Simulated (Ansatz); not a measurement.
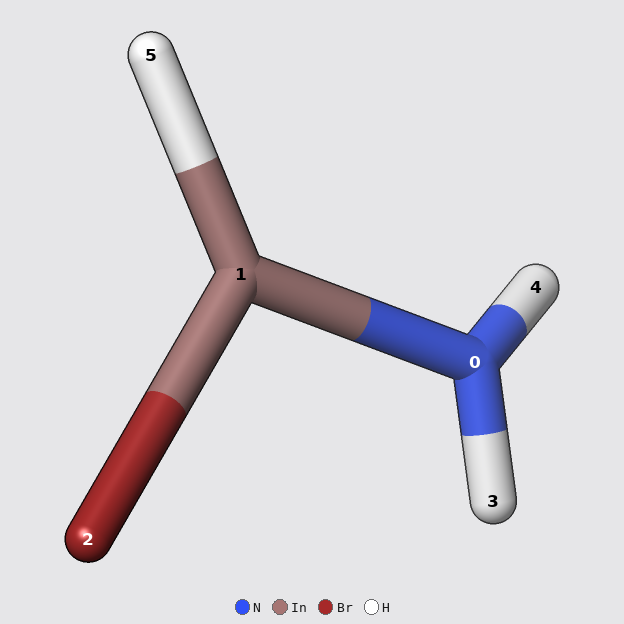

(Drawn from a calculation with Ansatz.)

The structure as it stands in the input. Atoms are numbered from 0, in the order of the input.

Input file:

```yaml
crystal:
  periodic: [false, false, false]
  atoms:
    - {symbol: N, position_ang: [-0.008243, -0.627768, -0.999879]}
    - {symbol: In, position_ang: [0.179975, 0.651575, 0.520675]}
    - {symbol: Br, position_ang: [-0.078690, -0.549636, 2.673512]}
    - {symbol: H, position_ang: [-0.429607, -1.527175, -0.827971]}
    - {symbol: H, position_ang: [-0.204757, -0.309016, -1.935198]}
    - {symbol: H, position_ang: [0.583222, 2.298121, 0.522661]}
basis:
  gaussian: {orbitals: def2-TZVPP}
hamiltonian: {xc: {name: B3LYP}, dispersion: d4}
```

What the program printed:

```
Functional definition: B3LYP
  name "B3LYP"
  cite "Stephens, Devlin, Chabalowski & Frisch, J. Phys. Chem. 98, 11623 (1994) doi:10.1021/j100096a001"
  cite "Becke, Phys. Rev. A 38, 3098 (1988) doi:10.1103/PhysRevA.38.3098"
  cite "Lee, Yang & Parr, Phys. Rev. B 37, 785 (1988) doi:10.1103/PhysRevB.37.785"
  cite "Vosko, Wilk & Nusair, Can. J. Phys. 58, 1200 (1980) doi:10.1139/p80-159"
  parameter a0 = 0.2
  parameter ax = 0.72
  parameter ac = 0.81
  exchange = (1 - a0 - ax)*slater_x + ax*b88_x + a0*exact_x
  correlation = (1 - ac)*vwn_rpa_c + ac*lyp_c
1210 factors; their error is unknown
mean field evaluation 1: about -76754.0648 eV, gradient 7.1e1 eV
mean field evaluation 2: about -76703.8788 eV, gradient 1.3e2 eV
mean field evaluation 4: about -76763.4828 eV, gradient 1.0e1 eV
mean field evaluation 8: about -76763.6978 eV, gradient 2.5e-1 eV
mean field evaluation 16: about -76764.0795 eV, gradient 2.4e-4 eV
mean field -76764.07946100 eV, -2821.0278876300 hartree, gradient 7.2e-5 eV, S^2 0.000000; 0 other end points of the search recorded, 0 dependent functions left out
reference -76764.07971979 eV, -2821.0278971400 hartree; 33, 33 occupied and 138, 138 virtual orbitals, 1210 factors
Total energy: -76764.26269997 eV, -2821.0346215377 hartree
```
